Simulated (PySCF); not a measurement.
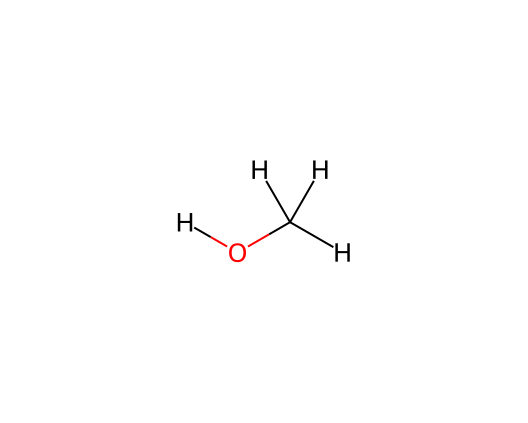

A structural formula.

Give its SMILES.

CO

Give the formula, hydrogens included.

CH4O.

An optimisation with GFN2-xTB gave a structure of which point group?

Cs.

More results for the same structure follow; atom numbers are the same in all pictures, views and colours differ. The geometry was computed by an optimisation with GFN2-xTB. No frequency run is at hand to confirm it as a minimum.

**Geometry**

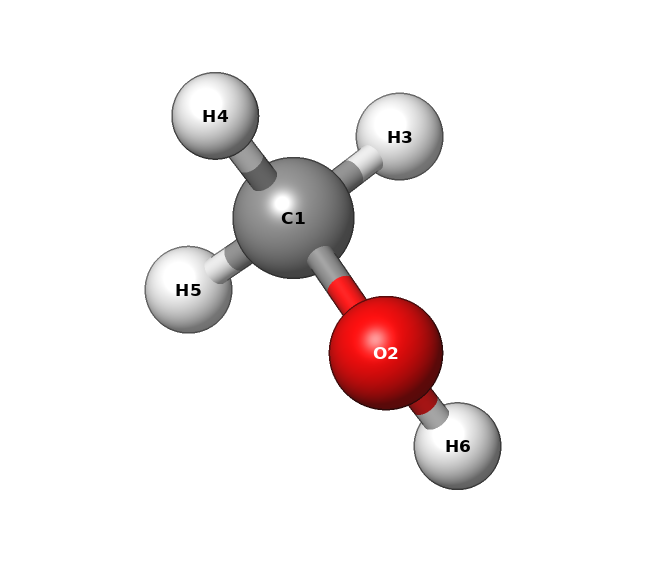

Numbered structure. No frequency run is at hand to confirm it as a minimum.

Which atoms are bonded, and how long are the bonds?

```csv
bond,length (Å),order
C1–O2,1.406,single
C1–H3,1.095,single
C1–H4,1.088,single
C1–H5,1.095,single
O2–H6,0.963,single
```

**Quadrupole coupling**

No frequency run is at hand to confirm it as a minimum. Electric field gradients from the ground-state density, PBE0/pcSseg-1 (PySCF 2.14.0), non-relativistic apart from any core potentials.

Give the largest field-gradient component, the quadrupole coupling constant and the asymmetry for 17O at O2 (Q = −25.6 mb).

```tsv
atom	V_zz (a.u.)	e²qQ/h (MHz)	η
O2	−2.067	12.43	0.89
```

**Electronic properties**

No frequency run is at hand to confirm it as a minimum. Level of theory: PBE0/pcSseg-1, gas phase (PySCF 2.14.0).

What does the calculation give?

- dipole moment: 1.75 D
- HOMO energy (Kohn–Sham orbital): −7.71 eV
- LUMO energy (Kohn–Sham orbital): 1.49 eV
- HOMO–LUMO gap: 9.19 eV

**NMR shielding**

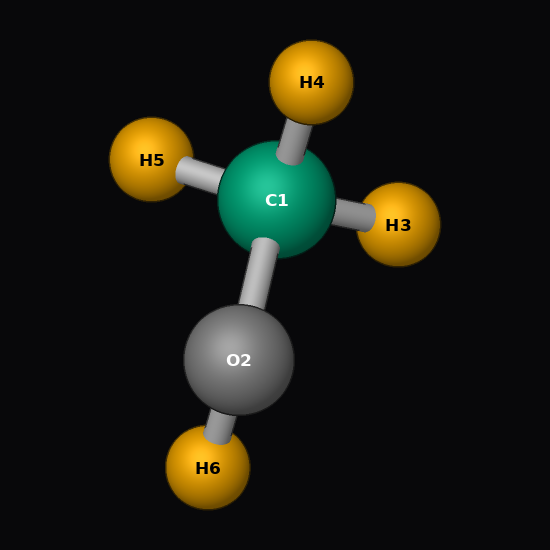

No frequency run is at hand to confirm it as a minimum. Method: GIAO PBE0/pcSseg-1 NMR shielding, non-relativistic, gas phase (PySCF 2.14.0). Principal shieldings σ11 ≤ σ22 ≤ σ33, span Ω = σ33 − σ11, skew κ = 3(σiso − σ22)/Ω.

Give the shielding tensors of the O atoms.

```csv
atom,σ11,σ22,σ33,σiso,Ω,κ
O2,284.7,310.3,400.3,331.8,115.6,0.56
```

Shieldings and span in ppm.
